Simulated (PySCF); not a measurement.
# SiAs+: bond curves at several levels of theory, part 2 of 2

PySCF 2.14.0; Si pcseg-1, As pcseg-1; no relativity. The steps go on from the part before.

### Step 9. r²SCANh

Log of the SCF at 2.344 Å:

```text
******** <class 'pyscf.dft.uks_symm.SymAdaptedUKS'> ********
method = SymAdaptedUKS
initial guess = minao
damping factor = 0
level_shift factor = 0
DIIS = <class 'pyscf.scf.diis.CDIIS'>
diis_start_cycle = 1
diis_space = 10
diis_damp = 0
SCF conv_tol = 1e-09
SCF conv_tol_grad = None
SCF max_cycles = 60
direct_scf = False
max_memory 909 MB (current use 359 MB)
number electrons alpha = 24  beta = 22
XC library pyscf.dft.libxc version 7.0.0
    S. Lehtola, C. Steigemann, M. J.T. Oliveira, and M. A.L. Marques.,  SoftwareX 7, 1–5 (2018)
XC functionals = HYB_MGGA_XC_R2SCANH
    M. Bursch, H. Neugebauer, S. Ehlert, and S. Grimme.,  J. Chem. Phys. 156, 134105 (2022)
small_rho_cutoff = 0
Set gradient conv threshold to 3.16228e-05
init E= -2524.66021612115
cycle= 1 E= -2524.66054923625  delta_E= -0.000333  |g|= 0.0063  |ddm|= 0.064
cycle= 2 E= -2524.66042388687  delta_E= 0.000125  |g|= 0.0126  |ddm|= 0.0366
cycle= 3 E= -2524.6606006081  delta_E= -0.000177  |g|= 0.00085  |ddm|= 0.0251
cycle= 4 E= -2524.66060119926  delta_E= -5.91e-07  |g|= 0.000305  |ddm|= 0.00207
cycle= 5 E= -2524.66060131987  delta_E= -1.21e-07  |g|= 5.85e-05  |ddm|= 0.00112
cycle= 6 E= -2524.66060132661  delta_E= -6.74e-09  |g|= 1.56e-05  |ddm|= 0.000272
cycle= 7 E= -2524.66060132727  delta_E= -6.65e-10  |g|= 3.67e-06  |ddm|= 0.000107
Extra cycle  E= -2524.6606013273  delta_E= -3e-11  |g|= 2.5e-06  |ddm|= 2.02e-05
converged SCF energy = -2524.6606013273  <S^2> = 2.0074494  2S+1 = 3.0049622
```

Re = 2.338 Å, ωe = 404 cm⁻¹, ωexe = 1.29 cm⁻¹, αe = 0.000695 cm⁻¹, Be = 0.1515 cm⁻¹, De = 2.89 eV, μ = -3.56 D.

### Step 10. BLYP (GGA)

Output of the SCF at 2.344 Å:

```text
******** <class 'pyscf.dft.uks_symm.SymAdaptedUKS'> ********
method = SymAdaptedUKS
initial guess = minao
damping factor = 0
level_shift factor = 0
DIIS = <class 'pyscf.scf.diis.CDIIS'>
diis_start_cycle = 1
diis_space = 10
diis_damp = 0
SCF conv_tol = 1e-09
SCF conv_tol_grad = None
SCF max_cycles = 60
direct_scf = False
max_memory 909 MB (current use 359 MB)
number electrons alpha = 24  beta = 22
XC library pyscf.dft.libxc version 7.0.0
    S. Lehtola, C. Steigemann, M. J.T. Oliveira, and M. A.L. Marques.,  SoftwareX 7, 1–5 (2018)
XC functionals = BLYP
    A. D. Becke.,  Phys. Rev. A 38, 3098 (1988)
    C. Lee, W. Yang, and R. G. Parr.,  Phys. Rev. B 37, 785 (1988)
    B. Miehlich, A. Savin, H. Stoll, and H. Preuss.,  Chem. Phys. Lett. 157, 200 (1989)
small_rho_cutoff = 0
Set gradient conv threshold to 3.16228e-05
init E= -2524.80332303169
cycle= 1 E= -2524.80464365831  delta_E= -0.00132  |g|= 0.0337  |ddm|= 0.174
cycle= 2 E= -2524.79683253564  delta_E= 0.00781  |g|= 0.0885  |ddm|= 0.235
cycle= 3 E= -2524.80564238869  delta_E= -0.00881  |g|= 0.00648  |ddm|= 0.19
cycle= 4 E= -2524.80569321464  delta_E= -5.08e-05  |g|= 0.000307  |ddm|= 0.0138
cycle= 5 E= -2524.80569330992  delta_E= -9.53e-08  |g|= 0.000107  |ddm|= 0.00117
cycle= 6 E= -2524.8056933238  delta_E= -1.39e-08  |g|= 1.87e-05  |ddm|= 0.000249
cycle= 7 E= -2524.80569332419  delta_E= -3.92e-10  |g|= 3.47e-06  |ddm|= 5.34e-05
Extra cycle  E= -2524.80569332417  delta_E= 2.09e-11  |g|= 5.39e-06  |ddm|= 2.2e-05
converged SCF energy = -2524.80569332417  <S^2> = 2.0024107  2S+1 = 3.0016067
```

Re = 2.399 Å, ωe = 362 cm⁻¹, ωexe = 1.25 cm⁻¹, αe = 0.000714 cm⁻¹, Be = 0.1437 cm⁻¹, De = 3.11 eV, μ = -3.46 D. 5.2 s of CPU time for 12 points, integrals apart.

### Step 11. LC-ωPBE (range-separated hybrid)

Output of the SCF at 2.344 Å:

```text
******** <class 'pyscf.dft.uks_symm.SymAdaptedUKS'> ********
method = SymAdaptedUKS
initial guess = minao
damping factor = 0
level_shift factor = 0
DIIS = <class 'pyscf.scf.diis.CDIIS'>
diis_start_cycle = 1
diis_space = 10
diis_damp = 0
SCF conv_tol = 1e-09
SCF conv_tol_grad = None
SCF max_cycles = 60
direct_scf = False
max_memory 909 MB (current use 360 MB)
number electrons alpha = 24  beta = 22
XC library pyscf.dft.libxc version 7.0.0
    S. Lehtola, C. Steigemann, M. J.T. Oliveira, and M. A.L. Marques.,  SoftwareX 7, 1–5 (2018)
XC functionals = LC_WPBE
    O. A. Vydrov and G. E. Scuseria.,  J. Chem. Phys. 125, 234109 (2006)
small_rho_cutoff = 0
Set gradient conv threshold to 3.16228e-05
init E= -2524.30092902305
cycle= 1 E= -2524.30330889519  delta_E= -0.00238  |g|= 0.0132  |ddm|= 0.108
cycle= 2 E= -2524.30356202151  delta_E= -0.000253  |g|= 0.00451  |ddm|= 0.0405
cycle= 3 E= -2524.30362840929  delta_E= -6.64e-05  |g|= 0.00271  |ddm|= 0.0169
cycle= 4 E= -2524.30365427668  delta_E= -2.59e-05  |g|= 0.00125  |ddm|= 0.0131
cycle= 5 E= -2524.30366159181  delta_E= -7.32e-06  |g|= 0.00069  |ddm|= 0.00632
cycle= 6 E= -2524.30366364281  delta_E= -2.05e-06  |g|= 6.45e-05  |ddm|= 0.00585
cycle= 7 E= -2524.30366365415  delta_E= -1.13e-08  |g|= 1.71e-05  |ddm|= 0.000342
cycle= 8 E= -2524.30366365485  delta_E= -6.97e-10  |g|= 6.26e-06  |ddm|= 7.68e-05
Extra cycle  E= -2524.30366365496  delta_E= -1.15e-10  |g|= 3.93e-06  |ddm|= 2.37e-05
converged SCF energy = -2524.30366365496  <S^2> = 2.0060802  2S+1 = 3.0040508
```

Re = 2.291 Å, ωe = 439 cm⁻¹, ωexe = 1.47 cm⁻¹, αe = 0.000688 cm⁻¹, Be = 0.1576 cm⁻¹, De = 2.56 eV, μ = -3.65 D.

### Step 12. UHF (mean field)

Log of the SCF at 2.344 Å:

```text
******** <class 'pyscf.scf.uhf_symm.SymAdaptedUHF'> ********
method = SymAdaptedUHF
initial guess = minao
damping factor = 0
level_shift factor = 0
DIIS = <class 'pyscf.scf.diis.CDIIS'>
diis_start_cycle = 1
diis_space = 10
diis_damp = 0
SCF conv_tol = 1e-09
SCF conv_tol_grad = None
SCF max_cycles = 60
direct_scf = False
max_memory 909 MB (current use 360 MB)
number electrons alpha = 24  beta = 22
Overwritten attributes  get_hcore get_k get_jk get_j get_occ  of <class 'pyscf.scf.uhf_symm.SymAdaptedUHF'>
<class 'pyscf.scf.uhf_symm.SymAdaptedUHF'> does not have attributes  refdm
Set gradient conv threshold to 3.16228e-05
init E= -2522.47979743539
cycle= 1 E= -2522.4917549397  delta_E= -0.012  |g|= 0.03  |ddm|= 0.229
cycle= 2 E= -2522.49310692078  delta_E= -0.00135  |g|= 0.0122  |ddm|= 0.0894
cycle= 3 E= -2522.49354453736  delta_E= -0.000438  |g|= 0.00744  |ddm|= 0.0399
cycle= 4 E= -2522.49372726308  delta_E= -0.000183  |g|= 0.00363  |ddm|= 0.0315
cycle= 5 E= -2522.49380341597  delta_E= -7.62e-05  |g|= 0.0009  |ddm|= 0.0278
cycle= 6 E= -2522.49380716208  delta_E= -3.75e-06  |g|= 0.000158  |ddm|= 0.00677
cycle= 7 E= -2522.49380722994  delta_E= -6.79e-08  |g|= 4.23e-05  |ddm|= 0.000765
cycle= 8 E= -2522.49380723491  delta_E= -4.97e-09  |g|= 1.07e-05  |ddm|= 0.000233
cycle= 9 E= -2522.49380723521  delta_E= -3.03e-10  |g|= 3.19e-06  |ddm|= 6.1e-05
Extra cycle  E= -2522.49380723523  delta_E= -2.09e-11  |g|= 1.82e-06  |ddm|= 8.92e-06
converged SCF energy = -2522.49380723523  <S^2> = 2.0141193  2S+1 = 3.0093982
```

Re = 2.326 Å, ωe = 406 cm⁻¹, ωexe = 2.06 cm⁻¹, αe = 0.000838 cm⁻¹, Be = 0.1530 cm⁻¹, De = 1.30 eV, μ = -4.43 D.

### Step 13. Adding correlation

Reference: UHF; core orbitals frozen: 14.

Log of the coupled-cluster run at 2.344 Å:

```text
******** <class 'pyscf.cc.uccsd.UCCSD'> ********
CC2 = 0
CCSD nocc = (np.int64(10), np.int64(8)), nmo = (31, 31)
frozen orbitals [[0, 1, 2, 3, 4, 5, 6, 7, 8, 9, 10, 11, 12, 13], [0, 1, 2, 3, 4, 5, 6, 7, 8, 9, 10, 11, 12, 13]]
max_cycle = 80
direct = 0
conv_tol = 1e-07
conv_tol_normt = 1e-05
diis_space = 8
diis_start_cycle = 0
diis_start_energy_diff = 1e+09
max_memory 909 MB (current use 360 MB)
Init t2, MP2 energy = -0.124756738055026
Init E_corr(UCCSD) = -0.12475673805943
cycle = 1  E_corr(UCCSD) = -0.145118466789092  dE = -0.0203617287  norm(t1,t2) = 0.0842761
cycle = 2  E_corr(UCCSD) = -0.151890531744125  dE = -0.00677206496  norm(t1,t2) = 0.0357648
cycle = 3  E_corr(UCCSD) = -0.156288923709581  dE = -0.00439839197  norm(t1,t2) = 0.0203546
cycle = 4  E_corr(UCCSD) = -0.156459999867786  dE = -0.000171076158  norm(t1,t2) = 0.00585013
cycle = 5  E_corr(UCCSD) = -0.156309387857552  dE = 0.00015061201  norm(t1,t2) = 0.00364648
cycle = 6  E_corr(UCCSD) = -0.156353108817179  dE = -4.37209596e-05  norm(t1,t2) = 0.00110881
cycle = 7  E_corr(UCCSD) = -0.156343350980564  dE = 9.75783662e-06  norm(t1,t2) = 0.000277842
cycle = 8  E_corr(UCCSD) = -0.156342132355636  dE = 1.21862493e-06  norm(t1,t2) = 0.000114661
cycle = 9  E_corr(UCCSD) = -0.156343793814962  dE = -1.66145933e-06  norm(t1,t2) = 3.92974e-05
cycle = 10  E_corr(UCCSD) = -0.156343306474462  dE = 4.873405e-07  norm(t1,t2) = 1.45663e-05
cycle = 11  E_corr(UCCSD) = -0.156343179273213  dE = 1.27201249e-07  norm(t1,t2) = 5.83698e-06
cycle = 12  E_corr(UCCSD) = -0.156343228583968  dE = -4.93107554e-08  norm(t1,t2) = 2.46734e-06
UCCSD converged
E(UCCSD) = -2522.650150463818  E_corr = -0.1563432285839681
UCCSD(T) correction = -0.0058171196154645
```

Correlation energy (eV) along the bond:

```
R (Å)     MP2  SCS-MP2    CCSD  CCSD(T)     T1
2.016  -3.311   -3.268     n/a      n/a    n/a
2.110  -3.341   -3.297  -4.161   -4.299  0.013
2.203  -3.368   -3.325  -4.200   -4.346  0.015
2.274  -3.384   -3.344  -4.229   -4.381  0.017
2.344  -3.395   -3.360  -4.254   -4.413  0.020
2.414  -3.399   -3.371  -4.277   -4.441  0.023
2.508  -3.393   -3.378  -4.301   -4.472  0.027
2.625  -3.360   -3.362  -4.317   -4.494  0.033
2.766  -3.248   -3.262  -4.297   -4.476  0.042
2.953  -3.023   -3.039     n/a      n/a    n/a
```

UHF-MP2: Re = 2.336 Å, ωe = 418 cm⁻¹, ωexe = 1.21 cm⁻¹, αe = 0.000635 cm⁻¹, Be = 0.1516 cm⁻¹, De = 2.12 eV.

UHF-SCS-MP2: Re = 2.343 Å, ωe = 405 cm⁻¹, ωexe = 1.19 cm⁻¹, αe = 0.000687 cm⁻¹, Be = 0.1508 cm⁻¹, De = 2.04 eV.

UHF-CCSD: Re = 2.355 Å, ωe = 391 cm⁻¹, ωexe = 1.67 cm⁻¹, αe = 0.000780 cm⁻¹, Be = 0.1492 cm⁻¹, De = 2.13 eV.

UHF-CCSD(T): Re = 2.363 Å, ωe = 386 cm⁻¹, ωexe = 1.52 cm⁻¹, αe = 0.000754 cm⁻¹, Be = 0.1482 cm⁻¹, De = 2.24 eV.

### Step 14. All curves

Energy (eV) from each level's lowest point:

```
R (Å)    UHF  UHF-MP2  UHF-SCS-MP2  UHF-CCSD  UHF-CCSD(T)    PBE   BLYP  r²SCAN  r²SCANh   PBE0  B97-3  LC-ωPBE
2.016  0.942    1.027        1.034       n/a          n/a  1.129  1.224   1.020    0.984  0.993  1.051    0.798
2.110  0.397    0.451        0.460     0.490        0.511  0.535  0.609   0.458    0.431  0.437  0.477    0.303
2.203  0.109    0.136        0.144     0.163        0.176  0.193  0.243   0.147    0.131  0.134  0.157    0.061
2.274  0.016    0.027        0.032     0.042        0.048  0.057  0.090   0.035    0.027  0.028  0.039    0.000
2.344  0.000    0.000        0.000     0.000        0.000  0.000  0.015   0.000    0.000  0.000  0.000    0.016
2.414  0.040    0.036        0.029     0.018        0.012  0.003  0.000   0.024    0.032  0.032  0.021    0.091
2.508  0.155    0.156        0.137     0.108        0.095  0.076  0.049   0.124    0.143  0.143  0.119    0.254
2.625  0.352    0.386        0.349     0.289        0.270  0.243  0.188   0.322    0.354  0.355  0.316    0.521
2.766  0.598    0.745        0.695     0.555        0.535  0.510  0.422   0.620    0.666  0.670  0.615    0.879
2.953  0.830    1.202        1.151       n/a          n/a  0.912  0.784   1.057    1.117  1.120  1.049    1.330
```

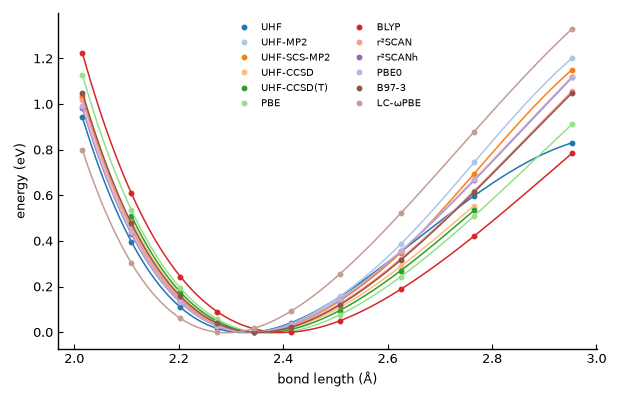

Curves of the followed state at each level, each from its own lowest point. Far from equilibrium a single determinant need not separate into the right atoms, and MP2 on it can jump.

The whole job (state search and all levels along the bond) took 1.8 min on 1 thread of Arm Neoverse V2 (shared host), peak memory 0.52 GiB.

### Step 15. What came out

What follows sums up all 2 parts.

Lowest PBE0 solution found, without spin–orbit coupling: ³Σ⁻ (triplet), unpaired electrons π ↑↑. State 2 has its PBE0 minimum 0.28 eV higher, as a spin-mixed determinant (⟨S²⟩ = 1.00), so this is no gap between pure states. State 4 has its PBE0 minimum 0.66 eV higher, as a spin-mixed determinant (⟨S²⟩ = 1.02), so this is no gap between pure states. The other levels ran on the lowest alone.

```
      level  Re (Å)  ωe (cm⁻¹)  De (eV)  μ (D)
        UHF   2.326        406     1.30  -4.43
    UHF-MP2   2.336        418     2.12    n/a
UHF-SCS-MP2   2.343        405     2.04    n/a
   UHF-CCSD   2.355        391     2.13    n/a
UHF-CCSD(T)   2.363        386     2.24    n/a
        PBE   2.375        379     3.21  -3.36
       BLYP   2.399        362     3.11  -3.46
     r²SCAN   2.347        396     2.99  -3.49
    r²SCANh   2.338        404     2.89  -3.56
       PBE0   2.338        405     2.90  -3.54
      B97-3   2.351        397     2.89  -3.67
    LC-ωPBE   2.291        439     2.56  -3.65
```

De is counted to Si+ + As in their ground configurations. A positive dipole points from Si to As; in an ion it is taken about the centre of mass and does not tell which atom is negative.

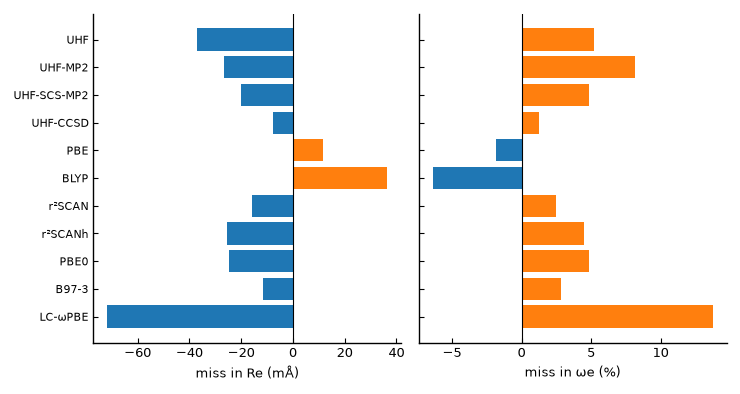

How far each level lies from CCSD(T) in the same basis.

Time per point (s) on 1 thread of Arm Neoverse V2, shared host (CPU time, shared integrals of 0.18 s apart; correlated levels include their reference; CCSD comes with the CCSD(T) run); the times are rough: UHF 0.08, UHF-MP2 0.13, UHF-SCS-MP2 0.13, PBE 0.57, BLYP 0.43, r²SCAN 0.78, r²SCANh 0.83, PBE0 0.84, B97-3 0.47, LC-ωPBE 0.79; the reference 1.9.

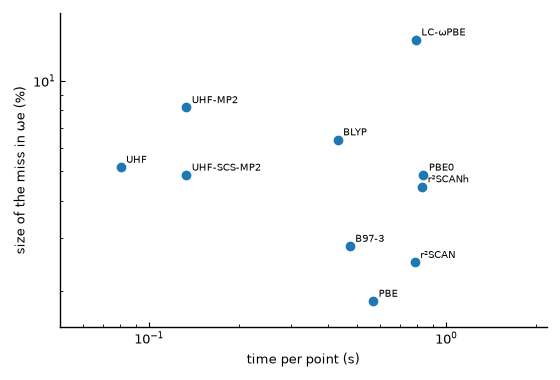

What each level's time buys in the wavenumber.

Cheap and still within 12 mÅ and 2.5 % of CCSD(T): PBE (0.57 s), against 1.9 s for the dearest run.

Against CCSD(T) in the same basis, the bond length is nearest at UHF-CCSD (-8 mÅ) and farthest at LC-ωPBE (-72 mÅ); the wavenumber is nearest at UHF-CCSD (+1.3 %) and farthest at LC-ωPBE (+13.7 %). Hartree–Fock makes the bond too short and too stiff against this reference, as it mostly does. PBE has the long and soft bond that GGAs tend to give. CCSD(T) in a basis this small is itself some way from its limit, more so than the functionals. Among the levels with a De in the table, it runs from 1.30 eV (UHF) to 3.21 eV (PBE).

Correlated steps freeze 14 core orbitals.
